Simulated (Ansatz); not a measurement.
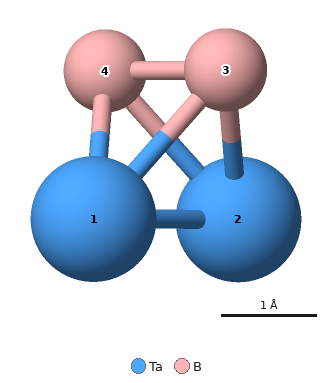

**Figure 1.** The input geometry (ball-and-stick view, seen at a tilt; atoms are numbered from 1 in the order of the input). Sticks mark near contacts. Bond lengths as drawn: B–B 1.66 Å, B–Ta 2.13 Å and Ta–Ta 2.36 Å.

# Single-point calculation, with input and output: Ta2B2

System: Ta2B2, multiplicity 3.
Method: UKS PBE0-D4/def2-TZVP (Ansatz 0.2.0).

The geometry comes from this level: PBE0-D4/def2-TZVP.

### Input file
```yaml
crystal:
  periodic: [false, false, false]
  atoms:
    - {symbol: Ta, position_ang: [0.912109, 1.797850, -1.573608]}
    - {symbol: Ta, position_ang: [-1.195504, 1.830529, -0.502858]}
    - {symbol: B, position_ang: [0.660967, 1.823838, 0.541331]}
    - {symbol: B, position_ang: [0.295528, 0.354983, -0.133165]}
basis:
  gaussian: {orbitals: def2-TZVP, initial_orbitals: start.molden}
magnetization: {spin_polarized: true, initial_magnetization: 2}
hamiltonian: {xc: pbe0, dispersion: d4}
scf: {omitted_lower_state_checks: [starts]}
output: {orbitals: {seedname: orbitals}}
```

Hardware: 4 threads of Arm Neoverse V2, 23 GiB of memory available, shared host.

Command:
```bash
ansatz run in.yaml --threads 4 --pin off --events-out ev --progress --plain --max-ram 3916MiB
```

### The program's output
```
Functional definition: PBE0
  name "PBE0"
  cite "Adamo & Barone, J. Chem. Phys. 110, 6158 (1999) doi:10.1063/1.478522"
  cite "Perdew, Burke & Ernzerhof, Phys. Rev. Lett. 77, 3865 (1996) doi:10.1103/PhysRevLett.77.3865"
  parent pbe
  parameter a = 0.25
  parameter kappa = 0.804
  parameter beta = 0.06672455060314922
  exchange = (1 - a)*pbe_x(kappa = kappa, mu = beta*pi^2/3) + a*exact_x
  correlation = pbe_c(beta = beta)
these checks for a lower state are left out or cut short: starts
1154 factors; their error is unknown
mean field evaluation 1: about -4445.2972 eV, gradient 4.4e1 eV
mean field evaluation 2: about -4446.2727 eV, gradient 1.1e0 eV
mean field evaluation 4: about -4446.2907 eV, gradient 8.6e-2 eV
mean field evaluation 8: about -4446.2908 eV, gradient 1.7e-5 eV
mean field -4446.29080068 eV, -163.3981731209 hartree, gradient 4.2e-6 eV, S^2 2.145016; 0 other end points of the search recorded, 0 dependent functions left out
reference -4446.29082687 eV, -163.3981740834 hartree; 19, 17 occupied and 123, 125 virtual orbitals, 1154 factors
Total energy: -4446.40875283 eV, -163.4025077826 hartree
Checks for a lower state left out: starts
```

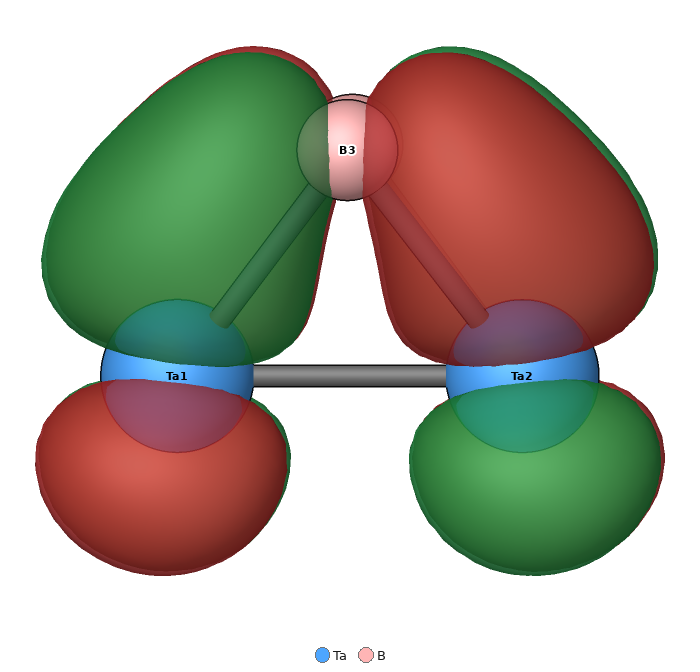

**Figure 2.** The HOMO−1 (α) at ±0.1 Å⁻³ᐟ² (green and red are the two phases), seen face on. It lies mainly on Ta1 (35 %), Ta2 (35 %), B3 (15 %) and B4 (15 %). Its energy is −5.12 eV.

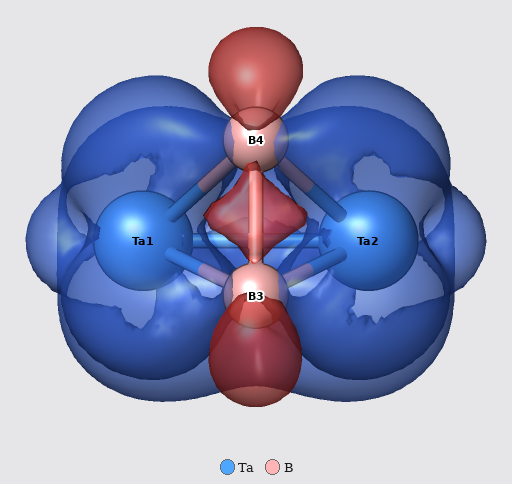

**Figure 3.** Isosurfaces of the spin density (α minus β) at +0.015 (blue) and −0.015 e/Å³ (red), seen from the side. The unpaired spin (2 electrons) lies mostly on Ta1 (about 0.9), Ta2 (about 0.9), B3 (about 0.1) and B4 (about 0.1), in electrons by Hirshfeld's partition.

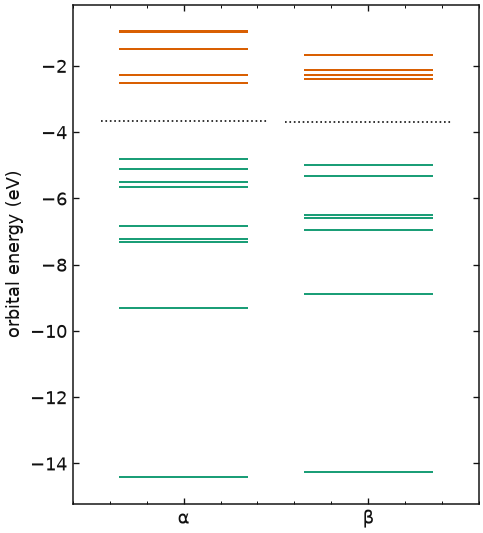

**Figure 4.** Orbital energies near the frontier for α and β spins; the dotted line parts filled from empty levels, and levels within 0.02 eV of each other stand side by side. α: highest filled −4.82 eV, lowest empty −2.51 eV, 2.31 eV apart; β: highest filled −4.98 eV, lowest empty −2.38 eV, 2.60 eV apart.

### Results in brief

| quantity | value |
| --- | --- |
| outcome | converged |
| total energy | −4446.4088 eV |
| mean-field energy | −4446.2908 eV |
| dispersion energy | −0.1179 eV |
| ⟨S²⟩ | 2.145 |
| SCF solution under orbital rotations | stable |
| HOMO (either spin) | −4.82 eV |
| LUMO (either spin) | −2.51 eV |
| wall time | 9.5 s (CPU time 37 s) |
| peak memory | 0.54 GiB |
